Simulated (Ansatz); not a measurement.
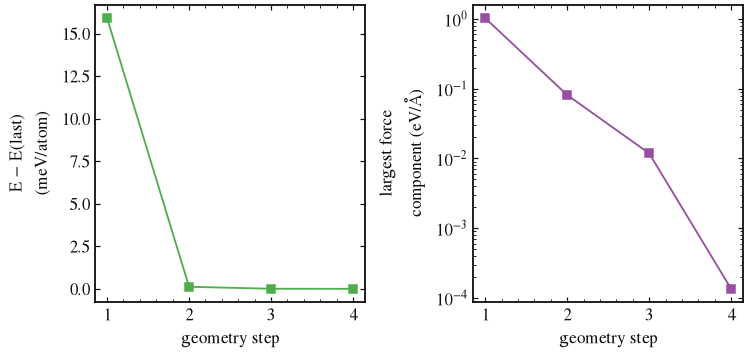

History of a geometry optimisation. Only the atoms move.

SiCl (2 atoms in the cell); DFT PBE+D3(BJ), scalar-relativistic, plane waves, PAW in Ansatz 0.2.0; cutoff 420 eV, 1×1×1 k-mesh, Gaussian smearing of 0.005 eV, collinear spins.

**How did it end, and what did it gain?**

The optimisation met its thresholds at geometry 4, counting the start as the first. The energy fell by about 16 meV/atom from the first step to the last. The largest force component goes from about 1 eV/Å at the start to 1.4 × 10⁻⁴ eV/Å at the end.
